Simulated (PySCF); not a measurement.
## A study: F$_{5}$Ta, SMILES `F[Ta](F)(F)(F)F`

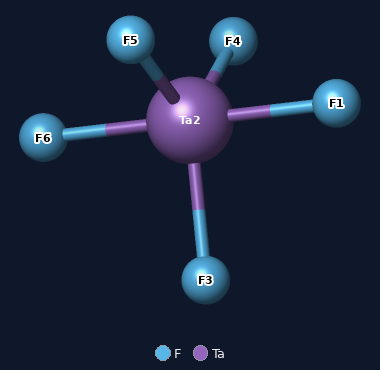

The molecule, with its atoms numbered as below. No frequency check shows the geometry to be a minimum.

Coordinates in Å:

```
F1       1.7958    0.0003   -0.0011
Ta2     -0.0001   -0.0001   -0.0001
F3      -0.0000   -1.7564   -0.4705
F4      -0.0011    1.2861   -1.2855
F5       0.0018    0.4708    1.7564
F6      -1.7957   -0.0001    0.0014
```

## 1. Bonding charge

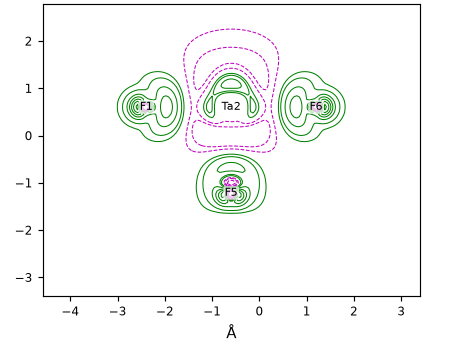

Deformation density (molecule less spherical, spin-averaged free atoms) in the plane of F1, Ta2, F5 and F6; contours at ±0.05 to ±0.8 e/Å³; solid green lines: gain, dashed magenta lines: loss.

Computed with PySCF, B3LYP/def2-SVP, geometry: GFN2-xTB. Core potentials replace the inner electrons of Ta; spin–orbit coupling isn't included. This is a single-reference result, which may miss multireference character in this system.

Question: How much density has each bond in this plane gained at its critical point, relative to the free atoms?

Answer: Ta2–F5: +0.01 e/Å³ at the bond critical point (bond length 1.82 Å, Mayer order 1.1); up to 0.6 Å beside the axis the gain reaches +0.21 e/Å³. Ta2–F6 and F1–Ta2: +0.01 e/Å³ at the bond critical point (bond length 1.80 Å, Mayer order 1.1); up to 0.6 Å beside the axis the gain reaches +0.23 e/Å³. In all, 1.3 electrons gather in the regions of gain relative to the promolecule. A small or negative value marks a very polar bond, one between electron-rich atoms, whose free-atom densities already overlap strongly, a long bond to a heavier atom, or a closed-shell contact such as a hydrogen bond.

Question: Where do the Hirshfeld charges lie?

Answer: The highest Hirshfeld charge is on Ta2 (+0.98 e), the lowest on F1 and F6 (−0.21 e).

## 2. Electrostatic potential

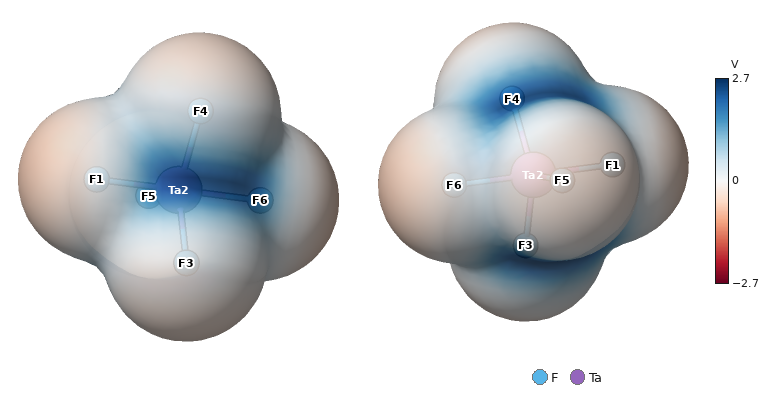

Electrostatic potential on the surface of electron density 0.001 a.u. (back view left, front view right).

Question: Where are the extremes of the potential on the surface?

Answer: Highest: 2.61 V, near F3 (1.96 Å), F4 (1.99 Å) and Ta2 (2.10 Å). Lowest: −0.62 V, 1.6 Å from F1, and at like points elsewhere. Further minima include −0.38 V, 1.6 Å from F4, and at like points elsewhere. The surface is sampled at points, so like sites can differ by a few per cent and only the strongest of them is named.

## 3. In an electric field

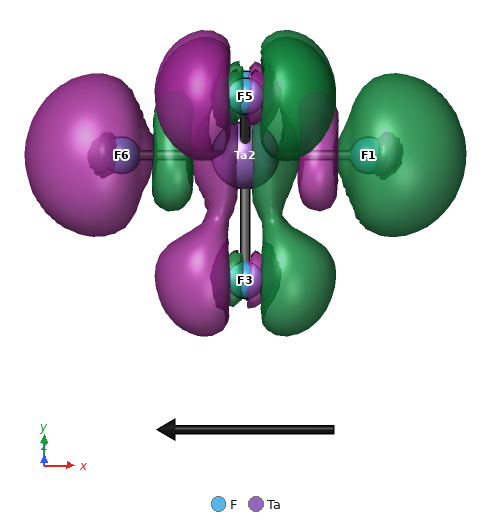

Change of the electron density in a uniform field of 0.10 V/Å along −x (arrow), surfaces at ±0.0004 e/Å³ (green: gain, purple: loss).

Computed with PySCF, BP86/def2-SVPD, geometry: GFN2-xTB. Core potentials replace the inner electrons of Ta; spin–orbit coupling isn't included. This is a single-reference result, which may miss multireference character in this system.

The field was applied in both directions; the picture shows the one opposite to the script's first.

Question: What dipole is induced, and what polarisability does it imply?

Answer: The induced dipole is 0.22 D (along the field); α along this axis, from the fields in both directions, is 43 bohr³ (6.4 Å³).
